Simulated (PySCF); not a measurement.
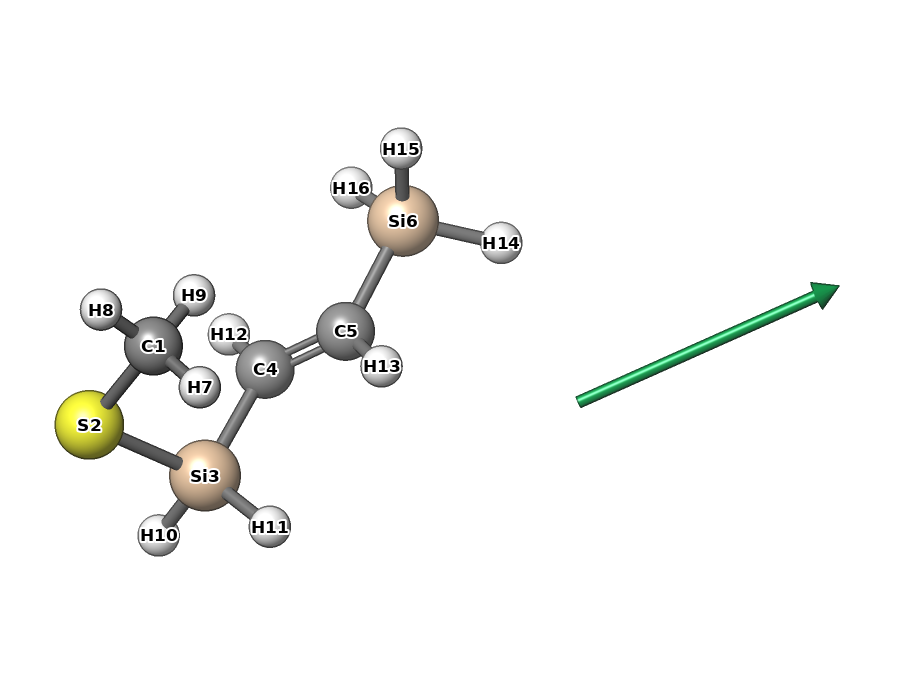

The arrow beside the molecule shows the direction of the dipole moment, from the negative to the positive end (its length means nothing). Computed geometry: GFN2-xTB optimisation. No frequency run is at hand to confirm it as a minimum. Properties computed with PBE0/def2-SVPD, gas phase (PySCF 2.14.0).

Question: How large is the dipole moment?

Answer: 1.71 D; it points from the side of S2, H10 to the side of H14 (the outermost atoms at the two ends).

The geometry is semi-empirical. Around Si such bond lengths and angles can be off by a tenth of an ångström or more and by several degrees, and values that hang on the shape move with them.
